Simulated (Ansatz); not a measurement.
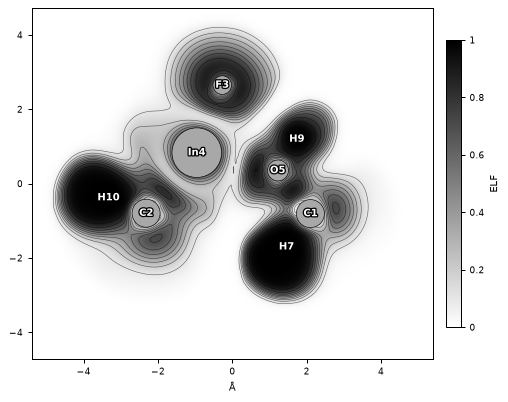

Figure. C$_{2}$H$_{7}$FInO (SMILES C[OH+][In]([CH3])[F]) (charge +1). ELF on the plane of atoms C1, O5 and H9. Grey discs cover the atomic cores.

Geometry: PBE-D3(BJ)/def2-SVP; core potentials replace the inner electrons of In.

Theory: isolated molecule in a Gaussian basis; Kohn-Sham density functional theory, functional PBE0 in Ansatz 0.2.0.

```xyz
12

C    -2.2897    0.2813   -1.7482
C     1.6893    0.2494    0.1774
F     0.9734   -1.9961   -3.0669
In    0.9948   -0.8106   -1.5277
O    -1.1254   -0.4840   -2.1568
H    -2.5902    0.9740   -2.5579
H    -2.0011    0.8625   -0.8543
H    -3.1210   -0.4034   -1.4913
H    -1.3018   -1.0323   -2.9520
H     2.6993   -0.1309    0.4150
H     1.7112    1.3209   -0.0959
H     0.9737    0.0493    0.9964
```

### Interpret the plot.

Atoms in the plane: C, F, In, O and H. C–O (1.45 Å): the ELF peaks at about 0.90 between the atoms: a polar covalent bond. In–F (1.94 Å): the ELF peaks at about 0.80 in the valence shell of F, 0.5 Å from its nucleus, and drops to about 0.15 between the two atoms. C–In (2.12 Å): the ELF peaks at about 0.85 in the valence shell of C, 0.7 Å from its nucleus, and drops to about 0.20 between the two atoms. In–O (2.24 Å): the ELF peaks at about 0.90 in the valence shell of O, 0.6 Å from its nucleus, and drops to about 0.10 between the two atoms. O–H (0.98 Å): the ELF climbs to about 1 towards the hydrogen, as it does in any bond to H (an ordinary covalent bond to hydrogen). The ELF also peaks beside F3, away from the bonds: lone-pair regions.
